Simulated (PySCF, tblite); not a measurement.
# C3H2F3S−: dynamics, then NMR shifts on frames, part 2 of 2

tblite 0.8.0 and PySCF 2.14.0. Atoms count from 0. The steps go on from the part before.

**5. Nuclear shieldings: 625 fs, PBE0/pcSseg-1**

The job: settings as JSON, then the geometry in Å.

```
{"job": {"kind": "nmr", "xc": "PBE0", "basis": "pcSseg-1", "pop": false}, "charge": -1, "multiplicity": 1}
F     -1.466800    -0.279800    -1.441500
C     -1.159400    -0.063100    -0.059100
F     -2.381100    -0.587400     0.421500
F     -1.158800     1.200900     0.237600
C     -0.141200    -0.920100     0.423200
C      1.080200    -0.682500     1.057300
S      1.909700     0.729900     0.981200
H     -0.415500    -2.052500     0.664600
H      1.598600    -1.596800     1.385800
```

Level: GIAO PBE0/pcSseg-1 NMR shielding, non-relativistic, gas phase.

The program printed:

```text
coarse grid: 9384 points
cycle   1  E = -812.4187203445  dE =  9.751e-01  |g| = 9.305e-01  |ddm| = 2.889e+00
cycle   2  E = -812.2418821643  dE =  1.768e-01  |g| = 1.411e+00  |ddm| = 1.776e+00
cycle   3  E = -812.5816100466  dE = -3.397e-01  |g| = 1.562e-01  |ddm| = 1.158e+00
cycle   4  E = -812.5868627814  dE = -5.253e-03  |g| = 7.131e-02  |ddm| = 2.393e-01
cycle   5  E = -812.5881979487  dE = -1.335e-03  |g| = 2.082e-02  |ddm| = 1.128e-01
cycle   6  E = -812.5883132102  dE = -1.153e-04  |g| = 3.544e-03  |ddm| = 3.168e-02
cycle   7  E = -812.5883149480  dE = -1.738e-06  |g| = 1.780e-03  |ddm| = 3.715e-03
final grid: 90928 points
cycle   8  E = -812.6511739423  dE = -2.637e-05  |g| = 9.678e-03  |ddm| = 2.530e-02
cycle   9  E = -812.6511333466  dE =  4.060e-05  |g| = 1.621e-02  |ddm| = 2.613e-02
cycle  10  E = -812.6511946834  dE = -6.134e-05  |g| = 1.023e-03  |ddm| = 1.891e-02
cycle  11  E = -812.6511949027  dE = -2.193e-07  |g| = 5.321e-04  |ddm| = 1.864e-03
cycle  12  E = -812.6511949662  dE = -6.353e-08  |g| = 9.076e-05  |ddm| = 5.355e-04
cycle  13  E = -812.6511949679  dE = -1.718e-09  |g| = 4.353e-05  |ddm| = 1.527e-04
cycle  14  E = -812.6511949683  dE = -3.938e-10  |g| = 9.528e-06  |ddm| = 3.752e-05
converged SCF energy = -812.6511949683

GIAO shielding tensors (ppm)
atom      isotropic    diamagn.    paramagn.     s11        s22        s33       span
  0 F      196.959     476.391    -279.433     89.418    145.989    355.469    266.050
  1 C       45.159     235.493    -190.334     28.143     49.836     57.499     29.355
  2 F      196.160     475.554    -279.394    101.580    128.871    358.030    256.450
  3 F      272.433     473.094    -200.660    202.750    287.988    326.562    123.812
  4 C       71.366     254.972    -183.606    -29.560    112.776    130.882    160.442
  5 C       -5.276     254.861    -260.137   -155.734      5.350    134.555    290.289
  6 S      323.484    1058.112    -734.628     33.798    221.132    715.520    681.722
  7 H       25.654      28.604      -2.950     21.825     24.888     30.248      8.424
  8 H       22.991      29.402      -6.411     20.014     21.544     27.415      7.401
```

Wall time 25 s (1 thread of Intel Xeon at 2.50GHz, shared host); peak memory 0.67 GiB.

In short: δ C5 192.2, C1 141.8, C4 115.6, F2 -25.2, H8 8.73, H7 6.06 ppm.

**6. Shielding tensors: 800 fs, PBE0/pcSseg-1**

The job: settings as JSON, then the geometry in Å.

```
{"job": {"kind": "nmr", "xc": "PBE0", "basis": "pcSseg-1", "pop": false}, "charge": -1, "multiplicity": 1}
F     -2.087600     0.457700    -1.074900
C     -1.458200     0.516700     0.200600
F     -2.496000     0.356600     1.031800
F     -0.987000     1.812000     0.242400
C     -0.532300    -0.591900     0.339000
C      0.680000    -0.703000     1.050400
S      1.925900     0.278500     1.601200
H     -0.849600    -1.425800    -0.231100
H      1.111400    -1.722900     0.983500
```

With the program's defaults for keys left out, this is: GIAO PBE0/pcSseg-1 NMR shielding, non-relativistic, gas phase.

The program printed:

```text
coarse grid: 9384 points
cycle   1  E = -812.4317258108  dE =  8.888e-01  |g| = 9.227e-01  |ddm| = 2.889e+00
cycle   2  E = -812.2501676396  dE =  1.816e-01  |g| = 1.417e+00  |ddm| = 1.752e+00
cycle   3  E = -812.5911809953  dE = -3.410e-01  |g| = 1.610e-01  |ddm| = 1.188e+00
cycle   4  E = -812.5965952938  dE = -5.414e-03  |g| = 7.129e-02  |ddm| = 2.498e-01
cycle   5  E = -812.5979257977  dE = -1.331e-03  |g| = 2.110e-02  |ddm| = 1.213e-01
cycle   6  E = -812.5980464508  dE = -1.207e-04  |g| = 2.819e-03  |ddm| = 3.193e-02
cycle   7  E = -812.5980475061  dE = -1.055e-06  |g| = 1.486e-03  |ddm| = 3.460e-03
final grid: 90928 points
cycle   8  E = -812.6613308162  dE = -2.876e-05  |g| = 9.525e-03  |ddm| = 2.284e-02
cycle   9  E = -812.6612909922  dE =  3.982e-05  |g| = 1.606e-02  |ddm| = 2.571e-02
cycle  10  E = -812.6613503377  dE = -5.935e-05  |g| = 1.008e-03  |ddm| = 1.944e-02
cycle  11  E = -812.6613506043  dE = -2.667e-07  |g| = 5.150e-04  |ddm| = 2.301e-03
cycle  12  E = -812.6613506667  dE = -6.238e-08  |g| = 9.717e-05  |ddm| = 5.110e-04
cycle  13  E = -812.6613506687  dE = -1.954e-09  |g| = 5.417e-05  |ddm| = 1.968e-04
cycle  14  E = -812.6613506692  dE = -5.891e-10  |g| = 7.082e-06  |ddm| = 3.927e-05
converged SCF energy = -812.6613506692

GIAO shielding tensors (ppm)
atom      isotropic    diamagn.    paramagn.     s11        s22        s33       span
  0 F      217.081     476.700    -259.619    111.325    164.531    375.387    264.062
  1 C       43.302     240.630    -197.328     31.973     42.833     55.101     23.128
  2 F      220.848     472.183    -251.335    142.790    210.061    309.694    166.904
  3 F      247.770     475.842    -228.072    150.290    243.484    349.537    199.247
  4 C       82.468     257.380    -174.912    -21.455    128.663    140.196    161.650
  5 C       -3.239     250.577    -253.816   -145.634    -18.730    154.646    300.279
  6 S      279.300    1057.024    -777.724    -92.569    224.647    705.820    798.389
  7 H       27.235      33.020      -5.785     24.341     25.788     31.576      7.235
  8 H       22.263      29.494      -7.230     15.942     19.396     31.451     15.508
```

Run time: 25 s. Hardware: 1 thread of Intel Xeon at 2.50GHz, shared host; peak memory 0.67 GiB.

This run: δ C5 190.2, C1 143.6, C4 104.5, F0 -46.1, H8 9.45, H7 4.48 ppm.

**7. Shielding tensors: 1000 fs, PBE0/pcSseg-1**

The job: settings as JSON, then the geometry in Å.

```
{"job": {"kind": "nmr", "xc": "PBE0", "basis": "pcSseg-1", "pop": false}, "charge": -1, "multiplicity": 1}
F     -1.945100     1.629100    -0.767500
C     -1.688200     0.835300     0.269900
F     -2.950700     0.506000     0.670000
F     -1.370200     1.708700     1.358500
C     -0.850300    -0.244800    -0.144900
C      0.503500    -0.368700     0.151400
S      1.618200     0.383200     1.168800
H     -1.459600    -0.969400    -0.670800
H      0.991400    -1.106100    -0.493800
```

Level: GIAO PBE0/pcSseg-1 NMR shielding, non-relativistic, gas phase.

The program printed:

```text
coarse grid: 9384 points
cycle   1  E = -812.4313637785  dE =  9.572e-01  |g| = 9.233e-01  |ddm| = 2.870e+00
cycle   2  E = -812.2450565383  dE =  1.863e-01  |g| = 1.423e+00  |ddm| = 1.826e+00
cycle   3  E = -812.5890969676  dE = -3.440e-01  |g| = 1.781e-01  |ddm| = 1.257e+00
cycle   4  E = -812.5957808054  dE = -6.684e-03  |g| = 6.752e-02  |ddm| = 2.592e-01
cycle   5  E = -812.5969150850  dE = -1.134e-03  |g| = 2.104e-02  |ddm| = 1.199e-01
cycle   6  E = -812.5970354148  dE = -1.203e-04  |g| = 2.840e-03  |ddm| = 3.320e-02
cycle   7  E = -812.5970364672  dE = -1.052e-06  |g| = 1.560e-03  |ddm| = 3.890e-03
final grid: 90928 points
cycle   8  E = -812.6611463523  dE = -3.371e-05  |g| = 8.378e-03  |ddm| = 2.323e-02
cycle   9  E = -812.6611170713  dE =  2.928e-05  |g| = 1.409e-02  |ddm| = 2.102e-02
cycle  10  E = -812.6611608784  dE = -4.381e-05  |g| = 9.245e-04  |ddm| = 1.631e-02
cycle  11  E = -812.6611610979  dE = -2.195e-07  |g| = 4.810e-04  |ddm| = 2.242e-03
cycle  12  E = -812.6611611556  dE = -5.771e-08  |g| = 7.973e-05  |ddm| = 5.063e-04
cycle  13  E = -812.6611611569  dE = -1.285e-09  |g| = 4.184e-05  |ddm| = 1.686e-04
cycle  14  E = -812.6611611572  dE = -3.804e-10  |g| = 7.779e-06  |ddm| = 3.616e-05
converged SCF energy = -812.6611611572

GIAO shielding tensors (ppm)
atom      isotropic    diamagn.    paramagn.     s11        s22        s33       span
  0 F      219.374     474.173    -254.799    141.348    204.442    312.331    170.982
  1 C       44.859     236.356    -191.497     27.835     46.791     59.952     32.116
  2 F      229.489     473.013    -243.525    136.119    204.990    347.356    211.237
  3 F      219.174     476.121    -256.947    102.021    183.605    371.895    269.874
  4 C       88.039     256.789    -168.750    -12.330    137.374    139.073    151.403
  5 C        1.909     251.205    -249.296   -131.628    -19.021    156.375    288.002
  6 S      324.606    1056.956    -732.350      3.196    260.497    710.124    706.927
  7 H       26.845      31.449      -4.604     24.811     25.879     29.845      5.034
  8 H       23.057      30.551      -7.495     18.195     21.302     29.674     11.479
```

Run time: 24 s. Hardware: 1 thread of Intel Xeon at 2.50GHz, shared host; peak memory 0.67 GiB.

This run: δ C5 185.0, C1 142.1, C4 98.9, F3 -48.2, H8 8.66, H7 4.87 ppm.

**8. Comparing the runs: NMR shifts**

Shifts (ppm) of some atoms, chosen among heavy atoms and hydrogens apart, with basis size and wall time:

| frame | C4 | H8 | H7 | F3 | F2 | F0 | S6 | functions | time |
| --- | --- | --- | --- | --- | --- | --- | --- | --- | --- |
| 250 fs | 113.0 | 8.61 | 3.86 | -45.6 | -68.4 | -78.5 | 204 | 136 | 23 s |
| 425 fs | 97.9 | 10.00 | 5.33 | -43.8 | -79.9 | -26.4 | 243 | 136 | 24 s |
| 625 fs | 115.6 | 8.73 | 6.06 | -101.5 | -25.2 | -26.0 | 180 | 136 | 25 s |
| 800 fs | 104.5 | 9.45 | 4.48 | -76.8 | -49.9 | -46.1 | 224 | 136 | 25 s |
| 1000 fs | 98.9 | 8.66 | 4.87 | -48.2 | -58.5 | -48.4 | 179 | 136 | 24 s |

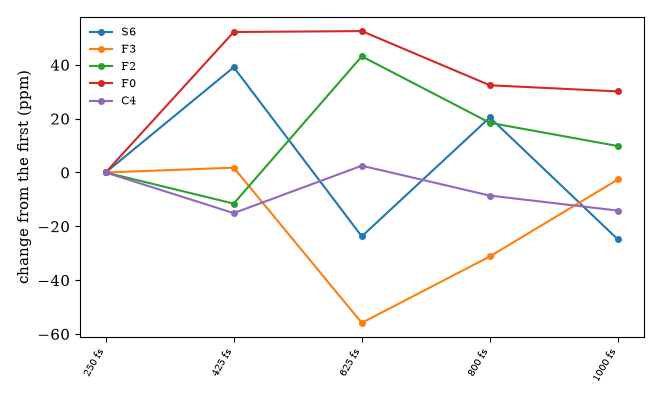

How five of the tabulated atoms move from run to run.

**9. What came out**

This closing draws on all 2 parts.

| quantity | value |
| --- | --- |
| thermostat | 600 K |
| mean temperature, second half | 644 K |
| mean potential energy above the minimum | 0.60 eV |
| ¹³C shifts against TMS (PBE0/pcSseg-1, 250 fs) | 193.2, 134.4, 113.0 ppm |
| ¹H shifts against TMS (PBE0/pcSseg-1, 250 fs) | 8.61, 3.86 ppm |
| ¹⁹F shifts against CFCl3 (PBE0/pcSseg-1, 250 fs) | -45.6, -68.4, -78.5 ppm |
| ³³S shifts against CS2 (PBE0/pcSseg-1, 250 fs) | 204 ppm |
| range of the shift of S6 | 179 to 243 ppm |

In the second half the potential energy averages 0.60 eV above the minimum; equipartition over 21 harmonic modes at 600 K would give 0.54 eV. With 9 atoms the temperature swings widely (309 to 973 K). Shifts at one fixed geometry are not the observed spectrum, which averages over the motion. In the first frame run (250 fs): The largest span, 550 ppm, is at S6, where the paramagnetic term is -757 ppm. Across the 5 runs the shift of S6 moves most, between 179 (1000 fs) and 243 ppm (425 fs).
